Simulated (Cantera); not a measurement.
Charge: 1 mol SiH4, 0.14 mol H2O, at 0.540 bar.

Equilibrium computed with Cantera from the NASA thermochemical tables; the gas is ideal and each condensed phase is pure. Candidate condensed phases: H2O, Si, SiO2; 18 gas species. Equilibrium is a limit: real reactors are often held back by kinetics, nucleation or transport.

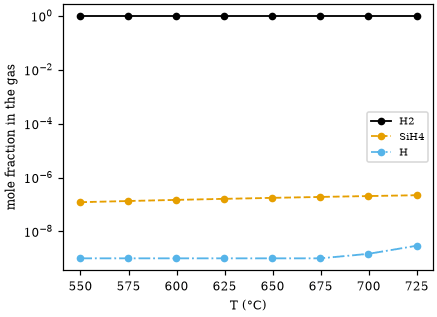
Fig. 1. Equilibrium gas composition (values under 1e-9 drawn at 1e-9)

At 550 °C the condensed part is Si(s) + SiO2(α-quartz). From 575 °C to 725 °C the condensed part is Si(s) + SiO2(β-quartz). The main Si-bearing gas is SiH4 throughout.
